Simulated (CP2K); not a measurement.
Consider allene at its PBE geometry (Å).

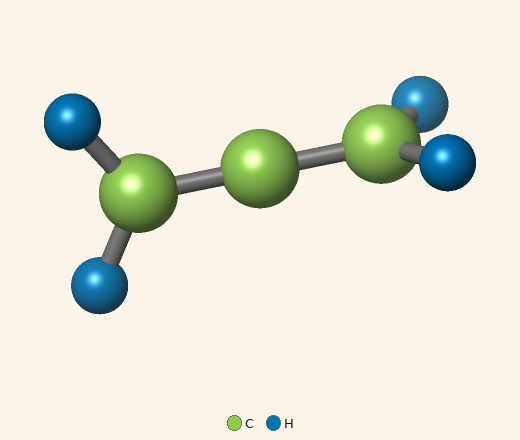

The molecule (carbon green, hydrogen blue).

```xyz
7

C     1.3092    0.0083   -0.0003
C     0.0000    0.0010    0.0000
C    -1.3093   -0.0075    0.0006
H     1.8791   -0.6606   -0.6483
H     1.8717    0.6834    0.6476
H    -1.8803    0.6359   -0.6714
H    -1.8705   -0.6606    0.6719
```

Method: CP2K XAS_TDP, all-electron GAPW, PBEh(45%), aug-cc-pVTZ, TDA, GW2X-corrected core level, no relativity.

Predict the bright core excitations at the C K edge.

Leading lines: C1 285.66 eV and C2 285.79 eV. The leading line of an atom is its first one with 35 % of the strongest within 2.5 eV of its lowest line over the strength cut. Core ionisation energies at this level: C1 290.42 and C2 290.93 eV.

The first six lines of each atom with a strength over 0.0015:

| atom | energy (eV) | states | strength, one atom | above the computed threshold |
| --- | --- | --- | --- | --- |
| C1 (bonded to C and 2 H), 2 alike | 285.66 | 1 | 0.0469 |  |
|  | 287.49 | 1 | 0.0040 |  |
|  | 288.28 | 1 | 0.0032 |  |
|  | 289.39 | 2 | 0.0148 |  |
|  | 289.66 | 1 | 0.0056 |  |
|  | 290.49 | 1 | 0.0026 | yes |
| C2 (bonded to 2 C) | 285.79 | 2 | 0.1178 |  |
|  | 292.34 | 2 | 0.0028 | yes |
|  | 292.53 | 1 | 0.0027 | yes |
|  | 292.87 | 2 | 0.0060 | yes |
|  | 295.39 | 2 | 0.0116 | yes |
|  | 295.64 | 1 | 0.0139 | yes |

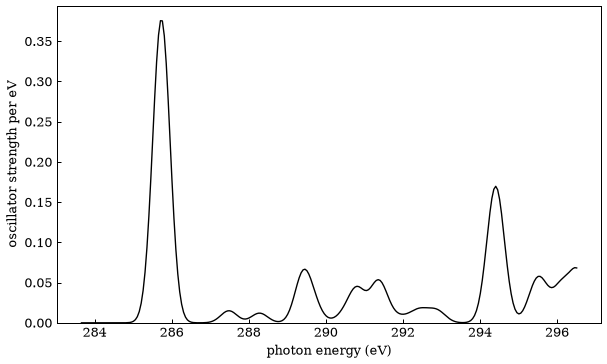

All atoms added, broadened by 0.5 eV.

Lines are vertical, at one geometry, with no vibrational structure. GW2X ionisation energies and lines can be off by 1 to 2 eV either way, and a good line position may hide errors that cancel. These values hold no scalar relativity, about 0.1 eV for C 1s. Rydberg lines, and the discretised continuum above threshold, depend on the basis and the box.

[Banner, clock and machine lines of the logs are left out without a mark of their own.]

[Logs are printed without paths, hosts, clocks, repeated set-up lines and the standing remarks that a program may print on its own settings, such as how far it seeks lower states.]

[Hosts, paths, dates, database ids (printed as entryN), source tags and the programs' standing remarks are cut or masked in the printed files.]
